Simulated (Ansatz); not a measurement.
The structure in question:

```
Ta Ge H
1.0
     4.52896   -0.50801   -1.24587
     0.14495    3.67906   -0.44135
     0.33614    0.30005    5.02509
Ta Ge H
2 2 2
Direct
  0.00000 0.00000 0.00000
  0.46709 0.35516 0.79937
  0.30539 0.57500 0.31425
  0.63351 0.10191 0.34297
  0.01040 0.32289 0.59201
  0.55589 0.86421 0.00785
```

Question: What crystal do these data define?

Answer: The material is TaGeH. The atoms as placed leave only P1. The atoms show no order inside the cell. One cell contains 2 Ta, 2 Ge, 2 H, 6 atoms in all. Neighbours within bonding distance: Ta 9, Ge 6 and H 2 to 4 (mean 3.0). Not all metal-metal contacts are counted.

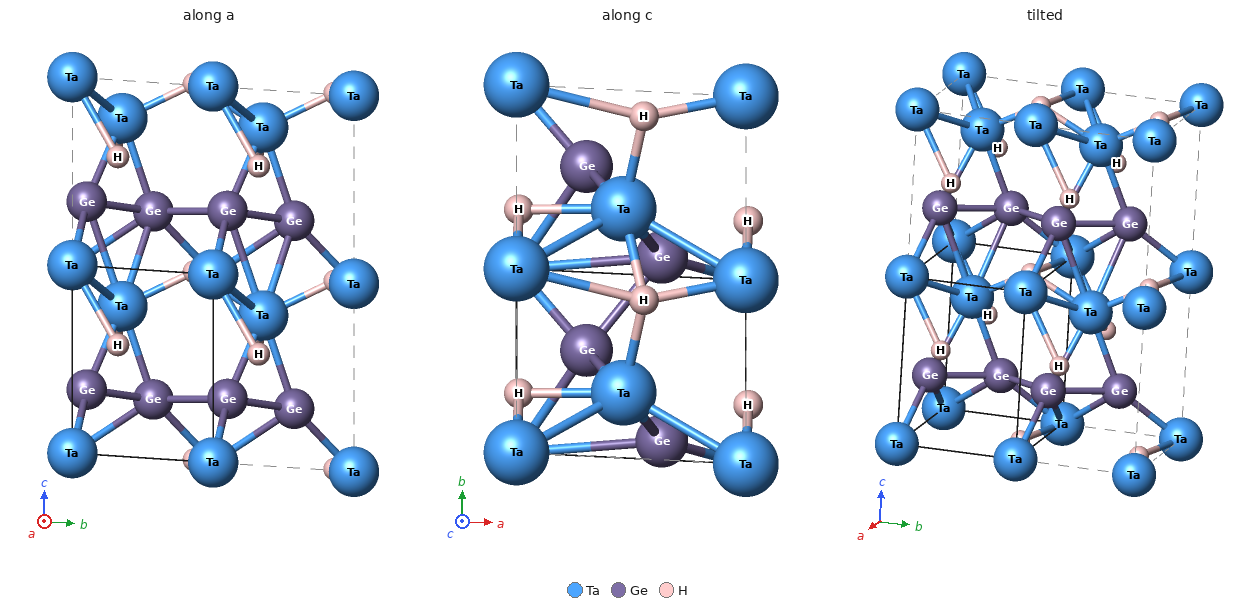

The image is a ball-and-stick drawing of a crystal, viewed along the a axis, along the c axis and slightly off an axis. The picture spans 1×2×2 cells, one simulation cell being drawn with solid lines.

Provenance: a made-up disordered cell; not relaxed. It went into a calculation with Ansatz.

At this level of theory the cell isn't at rest (forces up to 2.2 eV/Å), so its distances can differ from those at equilibrium, the more so the softer the solid.
